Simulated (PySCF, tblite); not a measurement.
# C₂H₉ClSi₃: geometry, infrared bands and NMR shifts

What infrared bands and NMR shifts should C₂H₉ClSi₃ (`C[C@H]1[SiH2][Si@@H](Cl)[SiH2]1`) show?

The runs use tblite 0.8.0 and PySCF 2.14.0, with density-fitted response routines of our own; the level of theory stands in each step. All values are computed, except where a source is named. Atoms count from 0, in the outputs and in this text.

**1. Starting geometry**

15 atoms, charge 0, multiplicity 1; geometry from: force field or distance geometry start.

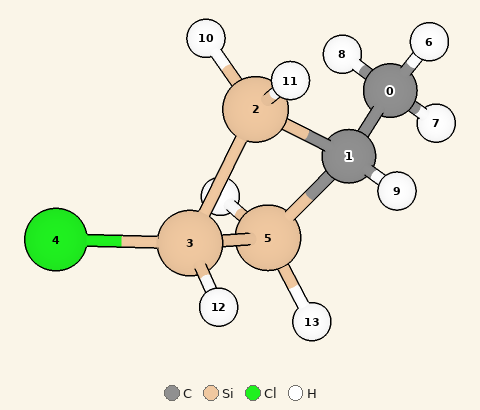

The starting geometry (carbon grey, silicon light orange, chlorine green, hydrogen white), atoms numbered.

**2. Optimising the geometry with GFN2-xTB**

What the job is given:

```
{"job": {"kind": "relax", "xc": "GFN2-xTB", "basis": "xTB"}, "charge": 0, "multiplicity": 1}
C     -2.078000     0.212300    -0.087500
C     -0.633000     0.430600    -0.451000
Si     0.529500     0.896400     1.039400
Si     2.240900    -0.143900    -0.011000
Cl     3.419800    -1.287300     1.212300
Si     0.374100    -1.185100    -0.786900
H     -2.555200     1.165000     0.201600
H     -2.639300    -0.157500    -0.946600
H     -2.224700    -0.497600     0.738200
H     -0.509100     1.136800    -1.261500
H      0.078300     0.250700     2.299500
H      0.662400     2.369600     1.178300
H      3.019800     0.654300    -0.974200
H      0.406100    -1.529200    -2.232900
H     -0.096000    -2.307100     0.060400
```

The run is started by

```
$ OMP_NUM_THREADS=1 python probes_run.py task.json out
```

This one command runs all jobs of the session in turn.

Output:

```text
step      E/eV     max force
  0    -505.69547    1.715
  1    -505.81238    0.841
  2    -505.86970    0.626
  3    -505.90771    0.698
  4    -505.97195    0.551
  5    -506.00687    0.398
  6    -506.03218    0.449
  7    -506.05180    0.423
  8    -506.06998    0.350
  9    -506.08482    0.301
 10    -506.09505    0.215
 11    -506.10128    0.228
 12    -506.10670    0.200
 13    -506.11188    0.179
 14    -506.11541    0.140
 15    -506.11763    0.131
 16    -506.11931    0.102
 17    -506.12068    0.091
 18    -506.12184    0.083
 19    -506.12288    0.079
 20    -506.12391    0.072
 21    -506.12495    0.087
 22    -506.12597    0.090
 23    -506.12703    0.090
 24    -506.12819    0.098
 25    -506.12933    0.084
 26    -506.13016    0.057
 27    -506.13063    0.060
 28    -506.13095    0.058
 29    -506.13141    0.058
 30    -506.13214    0.080
 31    -506.13317    0.090
 32    -506.13420    0.071
 33    -506.13495    0.071
 34    -506.13554    0.068
 35    -506.13620    0.077
 36    -506.13709    0.098
 37    -506.13822    0.100
 38    -506.13944    0.095
 39    -506.14063    0.118
 40    -506.14171    0.111
 41    -506.14257    0.073
 42    -506.14309    0.049
 43    -506.14338    0.041
 44    -506.14363    0.047
 45    -506.14405    0.072
 46    -506.14483    0.109
 47    -506.14622    0.146
 48    -506.14823    0.144
 49    -506.15016    0.104
 50    -506.15136    0.088
 51    -506.15211    0.067
 52    -506.15276    0.073
 53    -506.15340    0.095
 54    -506.15398    0.109
 55    -506.15453    0.091
 56    -506.15527    0.072
 57    -506.15582    0.088
 58    -506.15654    0.095
 59    -506.15712    0.069
 60    -506.15766    0.075
 61    -506.15817    0.078
 62    -506.15876    0.083
 63    -506.15931    0.059
 64    -506.15965    0.037
 65    -506.15980    0.030
 66    -506.15989    0.035
 67    -506.15998    0.041
 68    -506.16007    0.037
 69    -506.16016    0.024
 70    -506.16027    0.018
 71    -506.16032    0.023
 72    -506.16046    0.027
 73    -506.16059    0.030
 74    -506.16071    0.021
 75    -506.16077    0.014
 76    -506.16081    0.013
 77    -506.16083    0.012
 78    -506.16086    0.011
 79    -506.16089    0.011
 80    -506.16092    0.014
 81    -506.16094    0.015
 82    -506.16097    0.014
 83    -506.16100    0.011
 84    -506.16103    0.009
```

Wall time 0.77 s (1 thread of Arm Neoverse V1, shared host); peak memory 0.18 GiB.

Step by step: (not every step is listed)

| step | energy from step 0 (eV) | largest force (eV/Å) |
| --- | --- | --- |
| 0 | 0.0000 | 1.7155 |
| 1 | -0.1169 | 0.8405 |
| 2 | -0.1742 | 0.6262 |
| 3 | -0.2122 | 0.6979 |
| 4 | -0.2765 | 0.5514 |
| 5 | -0.3114 | 0.3981 |
| 6 | -0.3367 | 0.4492 |
| 7 | -0.3563 | 0.4227 |
| 8 | -0.3745 | 0.3499 |
| 15 | -0.4222 | 0.1313 |
| 22 | -0.4305 | 0.0901 |
| 29 | -0.4359 | 0.0577 |
| 36 | -0.4416 | 0.0981 |
| 43 | -0.4479 | 0.0407 |
| 50 | -0.4559 | 0.0885 |
| 57 | -0.4604 | 0.0876 |
| 64 | -0.4642 | 0.0370 |
| 71 | -0.4649 | 0.0233 |
| 78 | -0.4654 | 0.0115 |
| 79 | -0.4654 | 0.0108 |
| 80 | -0.4654 | 0.0145 |
| 81 | -0.4655 | 0.0152 |
| 82 | -0.4655 | 0.0139 |
| 83 | -0.4655 | 0.0110 |
| 84 | -0.4656 | 0.0091 |

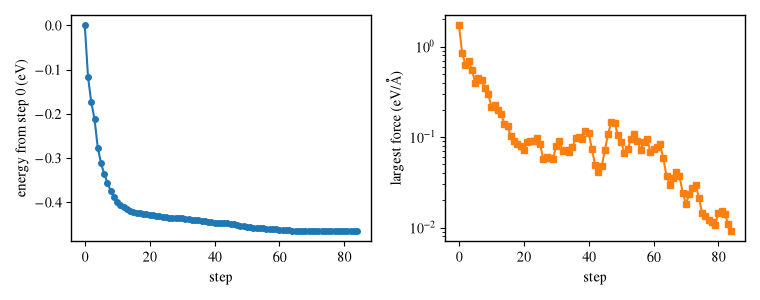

Energy and force, step by step.

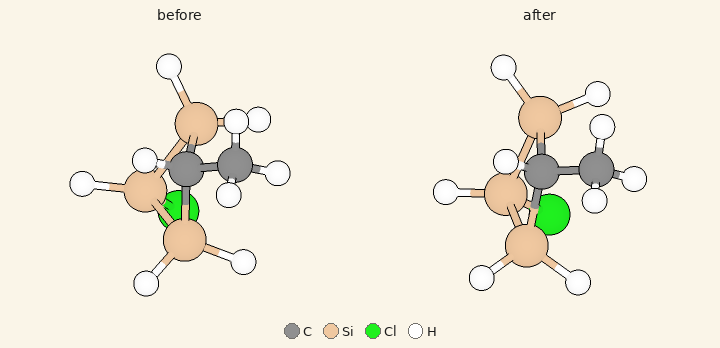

Before and after, at one scale.

Distances of close pairs at the start and the end, largest changes first:

| bond | before (Å) | after (Å) | change (Å) |
| --- | --- | --- | --- |
| Si2–Si3 | 2.262 | 2.344 | +0.083 |
| Si3–Si5 | 2.274 | 2.344 | +0.070 |
| C0–C1 | 1.506 | 1.526 | +0.020 |
| Si2–H10 | 1.486 | 1.468 | -0.018 |
| Si5–H13 | 1.487 | 1.470 | -0.017 |
| Si2–H11 | 1.486 | 1.469 | -0.016 |
| C0–H6 | 1.104 | 1.089 | -0.015 |
| Si5–H14 | 1.482 | 1.468 | -0.015 |

The final coordinates are the input of the step that follows.

**3. Vibrational analysis with GFN2-xTB**

What the job is given:

```
{"job": {"kind": "ir", "xc": "GFN2-xTB", "basis": "xTB"}, "charge": 0, "multiplicity": 1}
C     -2.019636     0.029325     0.121074
C     -0.627259     0.384539    -0.391908
Si     0.551390     1.178493     0.935050
Si     2.213357    -0.270144     0.138076
Cl     3.152664    -1.503218     1.475839
Si     0.396794    -1.120236    -1.075523
H     -2.538003     0.913718     0.489689
H     -2.626785    -0.410895    -0.668957
H     -1.958767    -0.688815     0.936439
H     -0.766722     1.104508    -1.205408
H      0.008957     0.992829     2.286468
H      0.669612     2.632915     0.762211
H      3.342725     0.304988    -0.606300
H      0.415336    -1.148734    -2.544686
H     -0.218077    -2.391283    -0.673975
```

Output:

```text
mode    cm-1     km/mol
  1      26.9      0.10
  2      99.3      2.66
  3     108.5      4.45
  4     222.3      0.06
  5     238.5      0.00
  6     266.2      0.05
  7     273.3      6.72
  8     324.9     10.35
  9     365.6     45.68
 10     389.9      3.24
 11     400.2     12.75
 12     454.1    139.03
 13     500.7     59.71
 14     501.4      1.79
 15     524.9     37.59
 16     592.2     73.60
 17     595.1     53.35
 18     642.5    429.76
 19     693.7    426.11
 20     694.6     48.79
 21     803.4    411.04
 22     809.5     48.85
 23     983.8      5.52
 24    1028.8      7.53
 25    1093.0     33.54
 26    1129.6     12.68
 27    1275.4      0.86
 28    1418.6      1.15
 29    1514.7      0.89
 30    1516.4      3.54
 31    2142.2    160.40
 32    2179.9    100.93
 33    2187.9    791.17
 34    2206.1    251.32
 35    2209.6    212.70
 36    2916.0     35.20
 37    2999.1     31.55
 38    3007.6     50.30
 39    3022.8     21.00
```

Run time: 0.7 s. Hardware: 1 thread of Arm Neoverse V1, shared host; peak memory 0.18 GiB.

The strongest bands and the atoms that carry them (share of the mass-weighted mode):

| cm⁻¹ | km/mol | atoms |
| --- | --- | --- |
| 454 | 139.0 | H12 55 %, Si3 14 %, H11 10 % |
| 642 | 429.8 | H12 78 % |
| 694 | 426.1 | H11 18 %, H13 17 %, H10 14 %, H14 13 % |
| 803 | 411.0 | H10 28 %, H11 27 %, H14 20 %, H13 19 % |
| 2142 | 160.4 | H12 93 % |
| 2188 | 791.2 | H11 46 %, H13 37 % |
| 2206 | 251.3 | H10 42 %, H14 35 %, H11 12 % |
| 2210 | 212.7 | H14 46 %, H10 38 % |

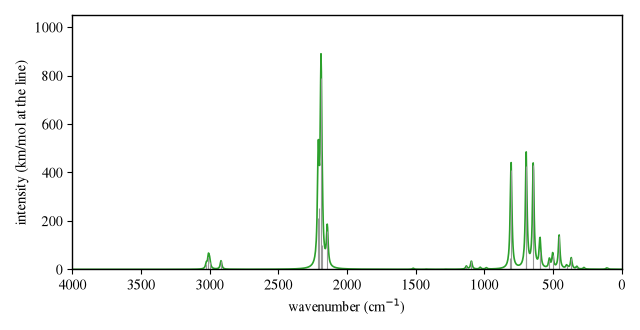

The infrared spectrum from these modes, unscaled. Lines are broadened to a width of 14 cm⁻¹ (Lorentzian).

**4. Shielding tensors: PBE0/pcSseg-1**

The job, as its differences from that of step 3:

```diff
@@ -1,2 +1,2 @@
-{"job": {"kind": "ir", "xc": "GFN2-xTB", "basis": "xTB"}, "charge": 0, "multiplicity": 1}
+{"job": {"kind": "nmr", "xc": "PBE0", "basis": "pcSseg-1"}, "charge": 0, "multiplicity": 1}
 C     -2.019636     0.029325     0.121074
```

With the program's defaults for keys left out, this is: GIAO PBE0/pcSseg-1 NMR shielding, non-relativistic, gas phase.

Output:

```text
coarse grid: 14248 points
cycle   1  E = -1409.5826810322  dE =  3.343e-01  |g| = 4.106e-01  |ddm| = 3.546e+00
cycle   2  E = -1409.5491674939  dE =  3.351e-02  |g| = 5.377e-01  |ddm| = 9.910e-01
cycle   3  E = -1409.6280434504  dE = -7.888e-02  |g| = 4.725e-02  |ddm| = 6.163e-01
cycle   4  E = -1409.6284958753  dE = -4.524e-04  |g| = 2.504e-02  |ddm| = 8.267e-02
cycle   5  E = -1409.6286496114  dE = -1.537e-04  |g| = 4.602e-03  |ddm| = 3.438e-02
cycle   6  E = -1409.6286553127  dE = -5.701e-06  |g| = 1.365e-03  |ddm| = 8.205e-03
final grid: 118288 points
cycle   7  E = -1409.6609372031  dE = -2.300e-05  |g| = 6.095e-03  |ddm| = 2.013e-02
cycle   8  E = -1409.6609305267  dE =  6.676e-06  |g| = 7.601e-03  |ddm| = 1.231e-02
cycle   9  E = -1409.6609456871  dE = -1.516e-05  |g| = 7.849e-04  |ddm| = 7.729e-03
cycle  10  E = -1409.6609458155  dE = -1.284e-07  |g| = 2.667e-04  |ddm| = 1.009e-03
cycle  11  E = -1409.6609458333  dE = -1.776e-08  |g| = 2.937e-05  |ddm| = 2.658e-04
cycle  12  E = -1409.6609458334  dE = -1.837e-10  |g| = 1.157e-05  |ddm| = 6.340e-05
converged SCF energy = -1409.6609458334

GIAO shielding tensors (ppm)
atom      isotropic    diamagn.    paramagn.     s11        s22        s33       span
  0 C      165.700     243.826     -78.126    149.899    163.592    183.609     33.709
  1 C      181.957     257.244     -75.287    164.803    181.592    199.477     34.674
  2 Si     385.145     880.658    -495.513    326.481    358.728    470.227    143.747
  3 Si     350.022     878.047    -528.026    266.907    371.417    411.741    144.833
  4 Cl    1021.753    1147.749    -125.996    916.843   1054.777   1093.638    176.795
  5 Si     385.134     880.660    -495.526    326.430    358.548    470.424    143.994
  6 H       30.238      28.969       1.269     25.003     27.882     37.830     12.828
  7 H       30.241      28.973       1.268     25.006     27.886     37.830     12.825
  8 H       30.205      29.956       0.249     26.273     29.054     35.287      9.015
  9 H       30.479      32.683      -2.204     26.774     28.579     36.085      9.310
 10 H       27.192      29.602      -2.410     24.480     25.866     31.231      6.751
 11 H       26.935      29.417      -2.482     23.495     25.090     32.219      8.724
 12 H       25.547      28.700      -3.152     21.447     24.863     30.333      8.886
 13 H       26.934      29.417      -2.483     23.496     25.088     32.216      8.720
 14 H       27.193      29.605      -2.412     24.482     25.865     31.232      6.750
```

It took 26 s on 1 thread of Arm Neoverse V1, shared host; peak memory 0.77 GiB.

The references, computed at this level on geometries of the same kind, shield at (ppm): ¹H TMS 31.72, ¹³C TMS 186.9, ²⁹Si TMS 349.2, ³⁵Cl HCl 950. Their shielding less the atom's gives the shift. The references are single molecules in the gas phase. Atoms listed in one row are averaged.

| atoms | environment | σ (ppm) | δ (ppm) | δ scaled to CDCl3 |
| --- | --- | --- | --- | --- |
| C0 | methyl carbon | 165.7 | 21.2 | 18.8 |
| C1 | sp3 CH bonded to 2 Si | 182.0 | 5.0 | 2.9 |
| H12 | hydrogen on a silicon bonded to Cl, 2 Si, in a 4-membered ring | 25.55 | 6.17 | – |
| H11, H13 | hydrogen on a silicon bonded to C, Si, in a 4-membered ring | 26.93 | 4.78 | – |
| H10, H14 | hydrogen on a silicon bonded to C, Si, in a 4-membered ring | 27.19 | 4.52 | – |
| H6, H7, H8 | hydrogen on a methyl carbon | 30.23 | 1.49 | 1.51 |
| H9 | hydrogen on an sp3 CH bonded to 2 Si | 30.48 | 1.24 | 1.27 |
| Si3 | silicon bonded to Cl, 2 Si, H, in a 4-membered ring | 350.0 | -0.9 | – |
| Si2, Si5 | silicon bonded to C, Si, 2 H, in a 4-membered ring | 385.1 | -36.0 | – |
| Cl4 | chlorine bonded to Si | 1022 | -72 | – |

The scaled column applies a straight-line fit of computed shieldings to shifts measured in CDCl3, with any fitted terms for Cl, Br or S neighbours (root-mean-square error 0.16 ppm for H, 1.9 ppm for C).

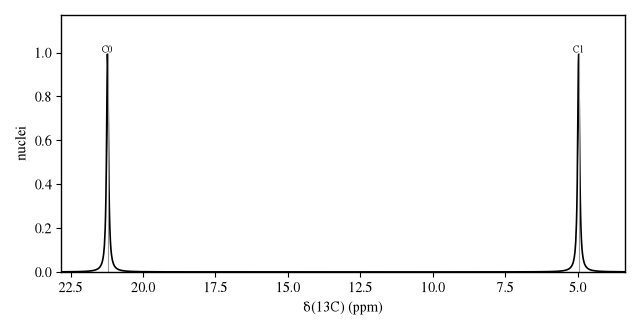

¹³C lines at the computed shifts, without couplings. Lines are broadened to a width of 0.08 ppm (Lorentzian).

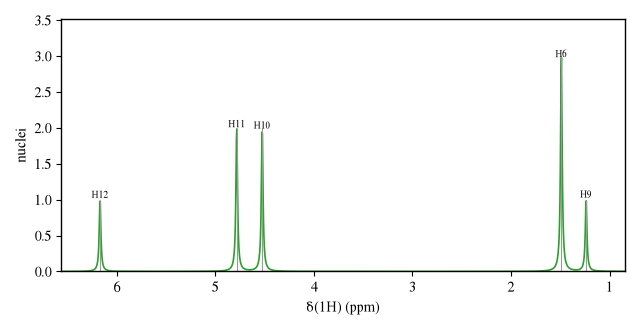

¹H lines at the computed shifts, without couplings. Lines are broadened to a width of 0.02 ppm (Lorentzian).

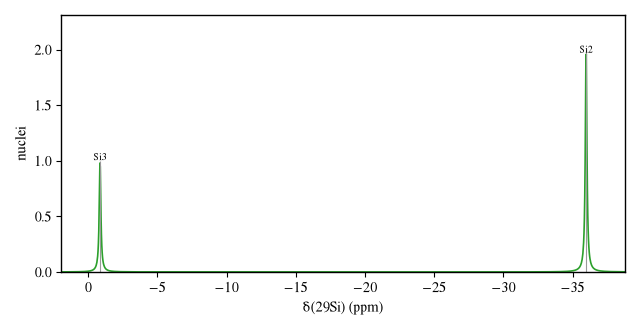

²⁹Si lines at the computed shifts, without couplings. Lines are broadened to a width of 0.14 ppm (Lorentzian).

Charges from the same density, by scheme (e):

| atoms | Mulliken | IAO | Hirshfeld | ESP fit |
| --- | --- | --- | --- | --- |
| C0 | -0.21 | -0.40 | -0.12 | -0.44 |
| C1 | -0.88 | -0.62 | -0.19 | 0.01 |
| Si2, Si5 | 0.44 | 0.43 | 0.24 | 0.23 |
| Si3 | 0.17 | 0.36 | 0.18 | 0.04 |
| Cl4 | -0.32 | -0.31 | -0.14 | -0.17 |

Mulliken charges:

C0 -0.21; C1 -0.88; Si2 0.44; Si3 0.17; Cl4 -0.32; Si5 0.44; H6 0.12; H7 0.12; H8 0.12; H9 0.18; H10 -0.04; H11 -0.04; H12 -0.01; H13 -0.04; H14 -0.04

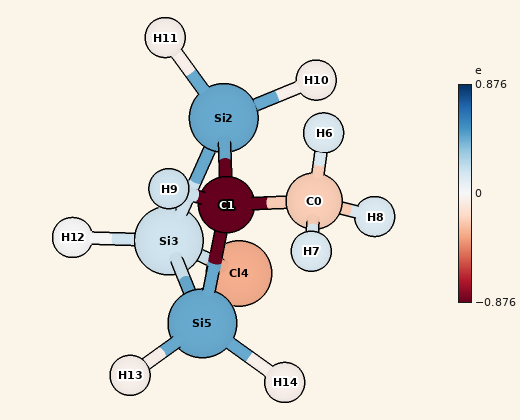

Mulliken charges, as colours on the atoms.

Mayer bond orders: C0–C1 1.03, C1–Si2 0.86, Si2–Si3 0.84, Si3–Cl4 0.92, Si3–Si5 0.84, Si5–C1 0.86.

Ring of atoms C1, Si2, Si3, Si5: NICS(0) 0.0, NICS(1) -1.3, NICS(1)zz 4.8 ppm (means of both faces; NICS(1) differs between them: -2.7 and 0.0).

**5. What came out**

```
                                                                quantity                             value
                               strongest single infrared mode (GFN2-xTB)             2188 cm⁻¹, 791 km/mol
                                            zero-point energy (GFN2-xTB)                     60.6 kcal/mol
                                  ¹³C shifts against TMS (PBE0/pcSseg-1)                     21.2, 5.0 ppm
  ¹H shifts against TMS (PBE0/pcSseg-1, means over atoms taken as alike)  6.17, 4.78, 4.52, 1.49, 1.24 ppm
²⁹Si shifts against TMS (PBE0/pcSseg-1, means over atoms taken as alike)                   -0.9, -36.0 ppm
                                 ³⁵Cl shifts against HCl (PBE0/pcSseg-1)                           -72 ppm
```

Relaxing lowered the energy by 0.466 eV in 84 steps; the close pair that moved most is Si2–Si3, from 2.262 to 2.344 Å. All 39 modes are real, so the xTB geometry is a minimum. The strongest single mode, at 2188 cm⁻¹, moves mainly H11 and H13. GFN2-xTB is a fitted tight-binding method: band positions and strengths are rough. Its intensities can rank the bands wrongly. At PBE0/pcSseg-1: The widest tensor belongs to Cl4: span 177 ppm, with a paramagnetic part of -126 ppm.
